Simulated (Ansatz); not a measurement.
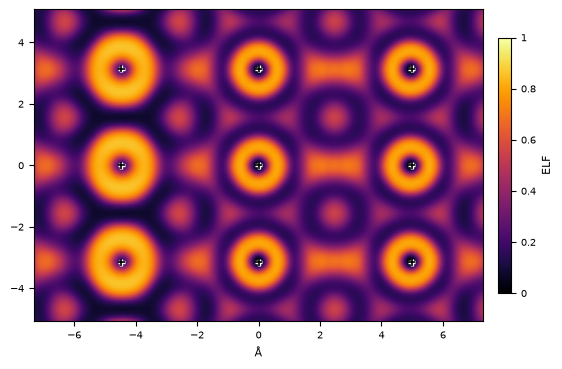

The electron localisation function on a plane through atoms (crosses mark nuclei in the plane).

These are results of DFT PBE, scalar-relativistic, plane waves, PAW (Ansatz 0.2.0), not measurements.

Candidates:
A. Zr5Cl, a = 3.15 Å, b = 3.15 Å, c = 13.93 Å, α = 90.00°, β = 90.00°, γ = 120.00°. Space group P-6m2; a generated structure, not necessarily the stable one; changed on purpose from its base cell (volume × 0.91, shape and atoms relaxed); computed pressure about 10 GPa in this cell; computed without spin polarisation.
B. Mo2W3, a = 3.17 Å, b = 4.49 Å, c = 22.47 Å, α = 90.00°, β = 90.00°, γ = 90.00°. Space group Fmmm; a generated structure, not necessarily the stable one; computed without spin polarisation.
C. Ca2ZrN2, a = 3.29 Å, b = 5.12 Å, c = 10.31 Å, α = 90.00°, β = 90.00°, γ = 90.00°. Space group Immm; a generated structure, not necessarily the stable one.

Question: Which system is this?

Answer: Candidate A: Zr5Cl on the (11̄0) plane of the conventional cell, which holds Zr and Cl. Zr–Zr (3.15 Å): the ELF is about 0.20 at the midpoint; no shared electron pair shows on this line.
